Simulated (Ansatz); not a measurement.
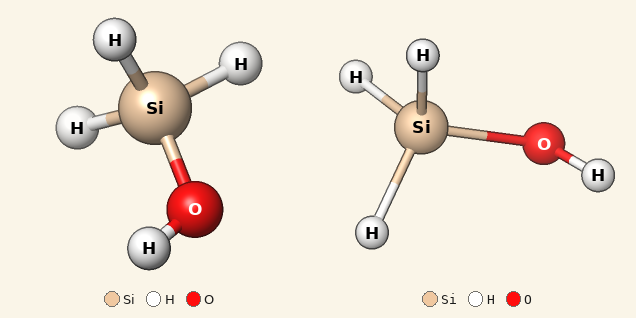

Both panels show the same species.

The computed structure is the end point of a PBE0-D4/def2-TZVP optimisation.

Identify the structure.

It has 6 atoms: 4 hydrogen, 1 oxygen and 1 silicon (H₄OSi). The point group is Cs. Coordination: 1 Si tetrahedral; 1 O bent.
